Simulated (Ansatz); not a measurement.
# Si2H4O + H2S: a complex and its separated parts, part 3 of 3

Ansatz 0.2.0, Gaussian basis. Earlier steps stand in the parts before.

## Step 16: B2PLYP/def2-TZVPP

The inputs:

parta/in.yaml

```yaml
crystal:
  periodic: [false, false, false]
  atoms:
    - {symbol: Si, position_ang: [-0.190270, 1.072927, 0.299090]}
    - {symbol: O, position_ang: [-0.803737, 1.503086, -1.025156]}
    - {symbol: H, position_ang: [0.721947, 1.967444, 1.077584]}
    - {symbol: Si, position_ang: [-0.578792, -1.018895, 1.295707]}
    - {symbol: H, position_ang: [0.730443, -1.704055, 1.465187]}
    - {symbol: H, position_ang: [-1.487745, -1.822323, 0.445796]}
    - {symbol: H, position_ang: [-1.174804, -0.790541, 2.639198]}
basis:
  gaussian: {orbitals: def2-TZVPP}
hamiltonian: {xc: {name: B2PLYP}}
```

partb/in.yaml

```yaml
crystal:
  periodic: [false, false, false]
  atoms:
    - {symbol: S, position_ang: [1.316500, 0.015976, -1.652304]}
    - {symbol: H, position_ang: [0.210176, -0.425366, -2.268956]}
    - {symbol: H, position_ang: [1.256283, 1.201743, -2.276248]}
basis:
  gaussian: {orbitals: def2-TZVPP}
hamiltonian: {xc: {name: B2PLYP}}
```

Each run has its own folder and the same command.

Command:

```sh
ansatz run in.yaml --threads 4 --pin off --events-out ev --progress --plain --max-ram 9574MiB
```

Output in parta, cut to the lines that bear on the results:

```text
Functional definition: B2PLYP
  name "B2PLYP"
  cite "Grimme, J. Chem. Phys. 124, 034108 (2006) doi:10.1063/1.2148954"
  cite "Becke, Phys. Rev. A 38, 3098 (1988) doi:10.1103/PhysRevA.38.3098"
  cite "Lee, Yang & Parr, Phys. Rev. B 37, 785 (1988) doi:10.1103/PhysRevB.37.785"
[...]
991 factors; integrals over basis functions are off by at most 8.0e-4 eV
[...]
mean field -17856.16175756 eV, -656.2018412491 hartree, gradient 3.9e-6 eV, S^2 0.000000; 0 other end points of the search recorded, 0 dependent functions left out
11 core orbitals not correlated: weight in the atoms' cores, before any rotation towards them, 1.000 or more for the frozen orbitals, at most 0.000 for the correlated occupied ones
reference -17856.16192272 eV, -656.2018473187 hartree; 9, 9 occupied and 151, 151 virtual orbitals, 991 factors
second order -16.34995340 eV of doubles, -0.00000000 eV of singles
Total energy: -17860.57641014 eV, -656.3640767391 hartree
```

Log of partb, cut to the lines that bear on the results:

```text
[... 5 set-up lines as earlier in the session ...]
[...]
386 factors; integrals over basis functions are off by at most 1.0e-3 eV
[...]
mean field -10863.10108798 eV, -399.2116017087 hartree, gradient 4.0e-6 eV, S^2 0.000000; 0 other end points of the search recorded, 0 dependent functions left out
5 core orbitals not correlated: weight in the atoms' cores, before any rotation towards them, 1.000 or more for the frozen orbitals, at most 0.000 for the correlated occupied ones
reference -10863.10118787 eV, -399.2116053798 hartree; 4, 4 occupied and 61, 61 virtual orbitals, 386 factors
second order -6.35682931 eV of doubles, -0.00000000 eV of singles
Total energy: -10864.81753178 eV, -399.2746798552 hartree
```

Wall times: 2.1 s (parta), 0.35 s (partb) on 4 threads of Arm Neoverse V1, shared host.

## Step 17: PBE-QIDH/def2-TZVPP

The same edit goes into each in.yaml of step 16 (parta, partb):

```diff
-hamiltonian: {xc: {name: B2PLYP}}
+hamiltonian: {xc: {name: PBE-QIDH}}
```

One command serves all of them, each in its own folder.

Command:

```sh
ansatz run in.yaml --threads 4 --pin off --events-out ev --progress --plain --max-ram 9574MiB
```

parta printed, cut to the lines that bear on the results:

```text
Functional definition: PBE-QIDH
  name "PBE-QIDH"
  cite "Brémond, Sancho-García, Pérez-Jiménez & Adamo, J. Chem. Phys. 141, 031101 (2014) doi:10.1063/1.4890314"
[... 1 set-up line as earlier in the session ...]
[...]
991 factors; integrals over basis functions are off by at most 8.0e-4 eV
[...]
mean field -17849.45099367 eV, -655.9552252248 hartree, gradient 4.0e-6 eV, S^2 0.000000; 0 other end points of the search recorded, 0 dependent functions left out
11 core orbitals not correlated: weight in the atoms' cores, before any rotation towards them, 1.000 or more for the frozen orbitals, at most 0.000 for the correlated occupied ones
reference -17849.45100666 eV, -655.9552257023 hartree; 9, 9 occupied and 151, 151 virtual orbitals, 991 factors
second order -15.02409964 eV of doubles, -0.00000000 eV of singles
Total energy: -17854.45903987 eV, -656.1392675283 hartree
```

partb printed, cut to the lines that bear on the results:

```text
[... 4 set-up lines as earlier in the session ...]
[...]
386 factors; integrals over basis functions are off by at most 1.0e-3 eV
[...]
mean field -10860.20507189 eV, -399.1051750807 hartree, gradient 1.1e-6 eV, S^2 0.000000; 0 other end points of the search recorded, 0 dependent functions left out
5 core orbitals not correlated: weight in the atoms' cores, before any rotation towards them, 1.000 or more for the frozen orbitals, at most 0.000 for the correlated occupied ones
reference -10860.20507868 eV, -399.1051753300 hartree; 4, 4 occupied and 61, 61 virtual orbitals, 386 factors
second order -5.89914736 eV of doubles, -0.00000000 eV of singles
Total energy: -10862.17146113 eV, -399.1774385523 hartree
```

Wall times: 2.1 s (parta), 0.35 s (partb) on 4 threads of Arm Neoverse V1, shared host.

## Step 18: RPA on PBE/def2-TZVPP

The same edit goes into each in.yaml of step 17 (parta, partb):

```diff
-hamiltonian: {xc: {name: PBE-QIDH}}
+hamiltonian: {xc: pbe}
+correlation: {method: rpa}
```

Each run has its own folder and the same command.

Command:

```sh
ansatz run in.yaml --threads 4 --pin off --events-out ev --progress --plain --max-ram 9574MiB
```

Log of parta, cut to the lines that bear on the results:

```text
[... 4 set-up lines as earlier in the session ...]
[...]
991 factors; integrals over basis functions are off by at most 8.0e-4 eV
[...]
mean field -17858.05590615 eV, -656.2714499261 hartree, gradient 4.7e-6 eV, S^2 0.000000; 2 other end points of the search recorded, 0 dependent functions left out
11 core orbitals not correlated: weight in the atoms' cores, before any rotation towards them, 1.000 or more for the frozen orbitals, at most 0.000 for the correlated occupied ones
reference -17824.61369252 eV, -655.0424712431 hartree; 9, 9 occupied and 151, 151 virtual orbitals, 991 factors
Total energy: -17847.43554435 eV, -655.8811588286 hartree
```

Log of partb, cut to the lines that bear on the results:

```text
[... 4 set-up lines as earlier in the session ...]
[...]
386 factors; integrals over basis functions are off by at most 1.0e-3 eV
[...]
mean field -10863.54264812 eV, -399.2278287447 hartree, gradient 2.8e-6 eV, S^2 0.000000; 0 other end points of the search recorded, 0 dependent functions left out
5 core orbitals not correlated: weight in the atoms' cores, before any rotation towards them, 1.000 or more for the frozen orbitals, at most 0.000 for the correlated occupied ones
reference -10849.04801525 eV, -398.6951608115 hartree; 4, 4 occupied and 61, 61 virtual orbitals, 386 factors
Total energy: -10858.41209735 eV, -399.0392844814 hartree
```

Times: 3.3 s (parta), 0.35 s (partb) on 4 threads of Arm Neoverse V1, shared host.

## Step 19: CCSD(T)/def2-TZVPP

The same edit goes into each in.yaml of step 18 (parta, partb):

```diff
-hamiltonian: {xc: pbe}
-correlation: {method: rpa}
+correlation: {method: ccsd_t}
```

One command serves all of them, each in its own folder.

Command:

```sh
ansatz run in.yaml --threads 4 --pin off --events-out ev --progress --plain --max-ram 9574MiB
```

Log of parta, cut to the lines that bear on the results:

```text
Functional definition: HF
  name "HF"
  cite "Fock, Z. Phys. 61, 126 (1930) doi:10.1007/BF01340294"
[... 1 set-up line as earlier in the session ...]
[...]
991 factors; integrals over basis functions are off by at most 8.0e-4 eV
[...]
mean field -17826.01207305 eV, -655.0938607796 hartree, gradient 1.8e-6 eV, S^2 0.000000; 1 other end points of the search recorded, 0 dependent functions left out
11 core orbitals not correlated: weight in the atoms' cores, before any rotation towards them, 1.000 or more for the frozen orbitals, at most 0.000 for the correlated occupied ones
reference -17826.01207305 eV, -655.0938607796 hartree; 9, 9 occupied and 151, 151 virtual orbitals, 991 factors
second order -13.11574313 eV of doubles, -0.00000000 eV of singles
cycle   1  -13.34253563 eV  change   -2.3e-1 eV  update   1.3e-1
[...]
cycle  11  -13.96042268 eV  change    1.7e-5 eV  update   1.2e-5
perturbative correction -0.58796932 eV, -0.0216074741 hartree
Total energy: -17840.56046506 eV, -655.6285043246 hartree
```

Output in partb, cut to the lines that bear on the results:

```text
[... 4 set-up lines as earlier in the session ...]
[...]
386 factors; integrals over basis functions are off by at most 1.0e-3 eV
[...]
mean field -10849.38781295 eV, -398.7076481469 hartree, gradient 1.3e-6 eV, S^2 0.000000; 0 other end points of the search recorded, 0 dependent functions left out
5 core orbitals not correlated: weight in the atoms' cores, before any rotation towards them, 1.000 or more for the frozen orbitals, at most 0.000 for the correlated occupied ones
reference -10849.38781295 eV, -398.7076481469 hartree; 4, 4 occupied and 61, 61 virtual orbitals, 386 factors
second order -5.20095346 eV of doubles, -0.00000000 eV of singles
cycle   1  -5.68440910 eV  change   -4.8e-1 eV  update   4.9e-2
[...]
cycle   8  -5.86290635 eV  change    2.8e-6 eV  update   5.9e-6
perturbative correction -0.21792494 eV, -0.0080085939 hartree
Total energy: -10855.46864425 eV, -398.9311145752 hartree
```

Wall times: 13 s (parta), 0.3 s (partb) on 4 threads of Arm Neoverse V1, shared host; peak memory 1.3 GiB.

## Step 20: Vibrations of Si2H4O

Input file vib-parta/in.yaml:

```yaml
crystal:
  periodic: [false, false, false]
  atoms:
    - {symbol: Si, position_ang: [-0.190270, 1.072927, 0.299090]}
    - {symbol: O, position_ang: [-0.803737, 1.503086, -1.025156]}
    - {symbol: H, position_ang: [0.721947, 1.967444, 1.077584]}
    - {symbol: Si, position_ang: [-0.578792, -1.018895, 1.295707]}
    - {symbol: H, position_ang: [0.730443, -1.704055, 1.465187]}
    - {symbol: H, position_ang: [-1.487745, -1.822323, 0.445796]}
    - {symbol: H, position_ang: [-1.174804, -0.790541, 2.639198]}
basis:
  gaussian: {orbitals: def2-TZVP}
hamiltonian: {xc: pbe0, dispersion: d4}
phonons: {temperatures: {t_min: 298.15, t_max: 900, t_step: 200}}
```

Command:

```sh
ansatz run in.yaml --threads 4 --pin off --events-out ev --progress --plain --max-ram 9574MiB
```

Log, cut to the lines that bear on the results:

```text
[... 5 set-up lines as earlier in the session ...]
[...]
863 factors; their error is unknown
[...]
mean field -17859.40389733 eV, -656.3209876880 hartree, gradient 3.4e-5 eV, S^2 0.000000; 0 other end points of the search recorded, 0 dependent functions left out
[...]
Atom 4 at     0.730443    -1.704055     1.465187 Å, force    -0.000116     0.000068     0.000004 eV/Å
Atom 5 at    -1.487745    -1.822323     0.445796 Å, force     0.000244     0.000285     0.000316 eV/Å
Atom 6 at    -1.174804    -0.790541     2.639198 Å, force     0.000218    -0.000170    -0.000467 eV/Å
Dipole moment:     0.253440    -0.355345     0.684897 e Å
Vibrations: 46.81 180.12 376.31 398.62 521.83 562.52 822.06 869.21 928.58 929.05 1227.07 2165.41 2219.42 2229.22 2262.45 cm⁻¹, zero-point energy 0.975673 eV
```

It took 31 s on 4 threads of Arm Neoverse V1, shared host.

Wavenumbers and character of the modes:

| mode | wavenumber (cm⁻¹) | character |
| --- | --- | --- |
| 1 | 47 | torsion |
| 2 | 180 | bend |
| 3 | 376 | bend with torsion |
| 4 | 399 | Si–Si stretch |
| 5 | 522 | bend |
| 6 | 563 | torsion with bend |
| 7 | 822 | bend |
| 8 | 869 | bend |
| 9 | 929 | bend with torsion |
| 10 | 929 | bend with torsion |
| 11 | 1227 | Si–O stretch |
| 12 | 2165 | Si–H stretch |
| 13 | 2219 | Si–H stretch |
| 14 | 2229 | Si–H stretch |
| 15 | 2262 | Si–H stretch |

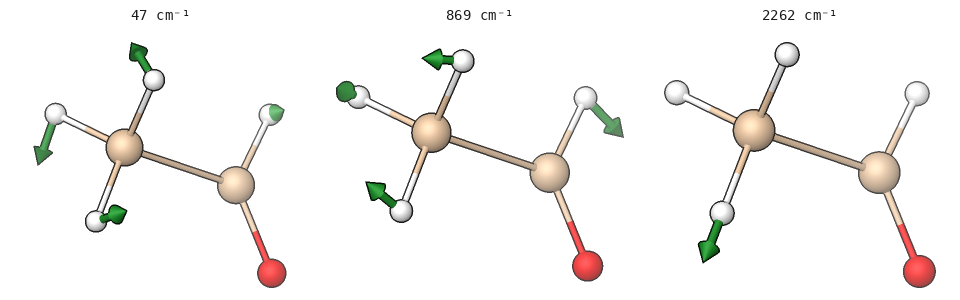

Displacements of 3 modes, as arrows.

Vibrational sums (real modes only):

| T (K) | entropy (J/mol/K) | heat capacity (J/mol/K) |
| --- | --- | --- |
| 298 | 46.3 | 47.9 |
| 498 | 76.6 | 70.3 |
| 698 | 102.8 | 85.0 |
| 898 | 125.5 | 95.3 |

Modes under 50 cm⁻¹ weigh heavily in the entropy, and the harmonic picture is poor for them.

## Step 21: Vibrations of H2S

Input file vib-partb/in.yaml:

```yaml
crystal:
  periodic: [false, false, false]
  atoms:
    - {symbol: S, position_ang: [1.316500, 0.015976, -1.652304]}
    - {symbol: H, position_ang: [0.210176, -0.425366, -2.268956]}
    - {symbol: H, position_ang: [1.256283, 1.201743, -2.276248]}
basis:
  gaussian: {orbitals: def2-TZVP}
hamiltonian: {xc: pbe0, dispersion: d4}
phonons: {temperatures: {t_min: 298.15, t_max: 900, t_step: 200}}
```

Command:

```sh
ansatz run in.yaml --threads 4 --pin off --events-out ev --progress --plain --max-ram 9574MiB
```

Log, cut to the lines that bear on the results:

```text
[... 5 set-up lines as earlier in the session ...]
[...]
359 factors; their error is unknown
[...]
mean field -10864.45046240 eV, -399.2611903041 hartree, gradient 4.8e-5 eV, S^2 0.000000; 0 other end points of the search recorded, 0 dependent functions left out
[...]
Total energy: -10864.46265852 eV, -399.2616385032 hartree
Atom 0 at     1.316500     0.015976    -1.652304 Å, force     0.000948    -0.000774     0.001091 eV/Å
Atom 1 at     0.210176    -0.425366    -2.268956 Å, force    -0.002058    -0.002171    -0.000488 eV/Å
Atom 2 at     1.256283     1.201743    -2.276248 Å, force     0.001110     0.002945    -0.000602 eV/Å
Dipole moment:    -0.151911     0.096942    -0.161555 e Å
Vibrations: 1209.00 2725.06 2740.30 cm⁻¹, zero-point energy 0.413758 eV
```

Wall time 1.5 s (4 threads of Arm Neoverse V1, shared host).

The modes, with what each moves most:

| mode | wavenumber (cm⁻¹) | character |
| --- | --- | --- |
| 1 | 1209 | bend |
| 2 | 2725 | S–H stretch |
| 3 | 2740 | S–H stretch |

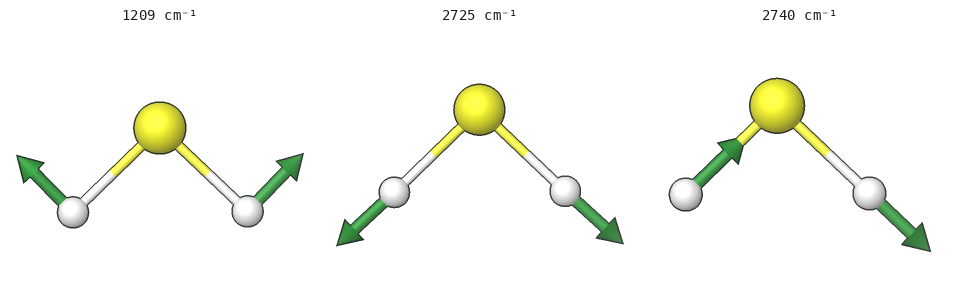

Displacements of 3 modes, as arrows.

Vibrational sums (real modes only):

| T (K) | entropy (J/mol/K) | heat capacity (J/mol/K) |
| --- | --- | --- |
| 298 | 0.2 | 0.8 |
| 498 | 1.2 | 3.7 |
| 698 | 3.0 | 7.0 |
| 898 | 5.1 | 10.2 |

## Step 22: Complex less separated parts

The complex's own energies come from single points at the same levels.

Rows are in def2-TZVPP; times add the 3 runs of a level on a shared host, so small differences are noise.

Differences are taken before rounding.

| method | rung | complex less parts (eV) | from CCSD(T) (eV) | time |
| --- | --- | --- | --- | --- |
| SPW92 | LDA | -0.789 | -0.390 | 2 s |
| PBE-D4 | GGA | -0.591 | -0.191 | 3 s |
| BLYP-D4 | GGA | -0.449 | -0.049 | 3 s |
| r2SCAN-D4 | meta-GGA | -0.577 | -0.177 | 6.8 s |
| B97M-V | meta-GGA | -0.473 | -0.073 | 13 s |
| PBE0-D4 | hybrid | -0.599 | -0.200 | 4.4 s |
| B3LYP-D4 | hybrid | -0.473 | -0.074 | 4.3 s |
| r2SCAN0-D4 | hybrid | -0.589 | -0.189 | 7.3 s |
| BHLYP-D4 | hybrid | -0.498 | -0.098 | 4.4 s |
| CAM-B3LYP-D4 | range-separated hybrid | -0.462 | -0.063 | 4.7 s |
| wB97X-V | range-separated hybrid | -0.501 | -0.102 | 11 s |
| wB97M-V | range-separated hybrid | -0.492 | -0.092 | 14 s |
| B2PLYP | double hybrid | -0.355 | +0.045 | 8 s |
| PBE-QIDH | double hybrid | -0.523 | -0.124 | 8 s |
| RPA on PBE | RPA | -0.309 | +0.091 | 8.5 s |
| Hartree-Fock | wavefunction | -0.196 | +0.203 |  |
| MP2 | wavefunction | -0.451 | -0.051 |  |
| CCSD | wavefunction | -0.366 | +0.033 |  |
| CCSD(T) | wavefunction | -0.400 | 0 | 1.8 min |

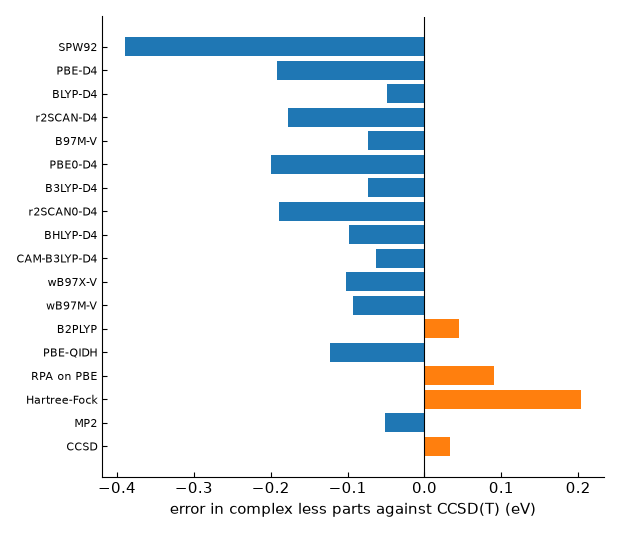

How far each level lands from CCSD(T).

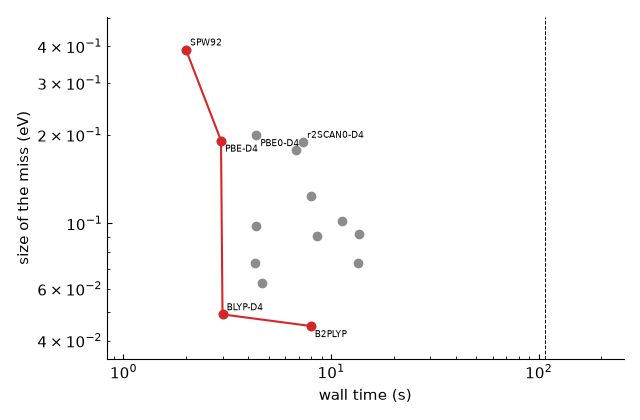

Miss against cost. Red marks the levels that no quicker level drawn beats (of those quicker than the yardstick), and the dashed line is the time of CCSD(T). Only those levels and the largest misses are named. Times are from a shared host.

B2PLYP reaches 0.045 eV from the reference in 8 s, where CCSD(T) took 1.8 min; the quickest level in the cost chart, SPW92, takes 2 s and misses by 0.390 eV.

The complex's zero-point energy, from a separate PBE0-D4 run, is 1.487 eV.

## Step 23: What came out

This closing draws on all 3 parts.

```
                              quantity      value
complex less parts, CCSD(T)/def2-TZVPP  -0.400 eV
                with zero-point energy  -0.302 eV
                 largest T1 diagnostic      0.021
```

In words: At CCSD(T) the complex lies 0.400 eV below its parts. Among the functionals B2PLYP lands nearest to CCSD(T) (+0.045 eV) and SPW92 farthest (-0.390 eV). By rung, the mean size of the error is: LDA 0.390, GGA 0.120, meta-GGA 0.125, hybrid 0.140, range-separated hybrid 0.086, double hybrid 0.084 eV. PBE-D4 gives a relative energy 0.191 eV too low, outside chemical accuracy (1 kcal/mol, 0.043 eV). No counterpoise was applied, and triple zeta lacks some correlation, so the CCSD(T) reference has a basis error of its own, and close matches with it are partly luck.
